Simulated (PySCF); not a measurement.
**TPSSh/6-31G(d) (spherical functions) run of BHSClF (SMILES FB(S)Cl)**

What is the vertical ionisation energy of BHSClF at TPSSh/6-31G* (spherical functions)? The job is set up through a Python script.

Program for the calculation: PySCF 2.14.0.

## Step 1: The system as given

BHSClF has 5 atoms, charge 0, and is taken as a singlet. SMILES: `FB(S)Cl`. Geometry: relaxed at PBE0-D4/def2-TZVP. This is one conformer, not always the lowest.

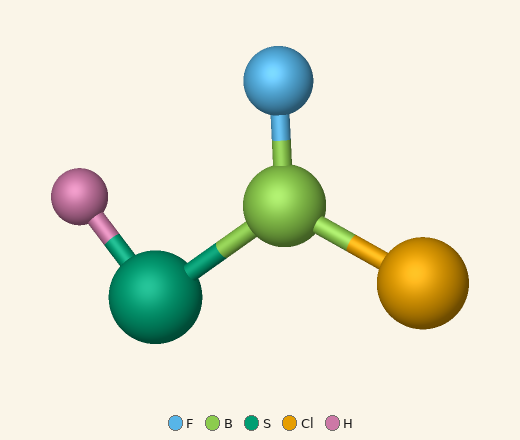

The structure, seen from a chosen angle (fluorine blue, boron green, sulfur teal, chlorine amber, hydrogen pink).

## Step 2: A single-point energy at TPSSh/6-31G(d) (spherical functions)

Contents of run.py:

```python
from pyscf import gto, dft

system = gto.M(
    atom='''
F   -0.530000  -1.166500   0.714900
B   -0.425100  -0.151000  -0.119600
S    1.059600   0.851000  -0.211000
Cl  -1.776300   0.224400  -1.165000
H    1.721700   0.168500   0.739200
''',
    basis='6-31g*',
    verbose=4,
    max_memory=1860,
)

mf = dft.RKS(system)
mf.xc = 'tpssh'
mf.conv_tol = 1e-10
mf.grids.level = 4
mf.kernel()
if not mf.converged:
    mf = mf.newton().run(mf.mo_coeff, mf.mo_occ)

energy = mf.e_tot
print('E = %.10f Eh' % energy)
```

Started as:

```console
$ OMP_NUM_THREADS=1 python run.py
```

What it wrote:

```text
PySCF version 2.14.0

[... 72 lines left out ...]
converged SCF energy = -983.799250934267
E = -983.7992509343 Eh
```

It took 9 s on 1 thread of Intel Xeon Platinum 8488C (Sapphire Rapids), shared host; peak memory 0.37 GiB.

## Step 3: The doublet cation at the same level

Contents of run.py:

```python
from pyscf import gto, dft

system = gto.Mole()
system.atom = '''
F     -0.530000    -1.166500     0.714900
B     -0.425100    -0.151000    -0.119600
S      1.059600     0.851000    -0.211000
Cl    -1.776300     0.224400    -1.165000
H      1.721700     0.168500     0.739200
'''
system.spin = 1
system.basis = '6-31g*'
system.verbose = 3
system.max_memory = 1860
system.charge = 1
system.build()

myscf = dft.UKS(system, xc='tpssh')
myscf.conv_tol = 1e-10
myscf.grids.level = 4
myscf.kernel()
if not myscf.converged:
    myscf = myscf.newton().run(myscf.mo_coeff, myscf.mo_occ)

e_tot = myscf.e_tot
print('Final energy', e_tot)
```

Started as:

```console
$ OMP_NUM_THREADS=1 python run.py
```

What it wrote:

```text
WARN: HOMO -0.309254447238124 >= LUMO -0.309254447238125

converged SCF energy = -983.409657481584  <S^2> = 0.75717396  2S+1 = 2.0071611
Final energy -983.4096574815835
```

Run time: 19 s. Hardware: 1 thread of Intel Xeon Platinum 8488C (Sapphire Rapids), shared host; peak memory 0.4 GiB.

## Step 4: Results

Level: TPSSh/6-31G* (spherical functions).

```
                                          quantity          value
                      singlet BHSClF: total energy  -983.79925 Eh
                     singlet BHSClF: dipole moment         1.45 D
                       singlet BHSClF: HOMO energy       -7.66 eV
                       singlet BHSClF: LUMO energy       -0.87 eV
                     singlet BHSClF: HOMO–LUMO gap        6.79 eV
                      doublet cation: total energy  -983.40966 Eh
doublet cation: HOMO energy (highest over α and β)      -14.70 eV
 doublet cation: LUMO energy (lowest over α and β)      -13.46 eV
                              doublet cation: ⟨S²⟩          0.757
vertical ionisation energy (to the doublet cation)      10.601 eV
```

**Reading.** Removing an electron at fixed nuclei costs 10.60 eV (244 kcal/mol). −ε(HOMO) before ionisation, 7.66 eV, is 2.94 eV below this ionisation energy.
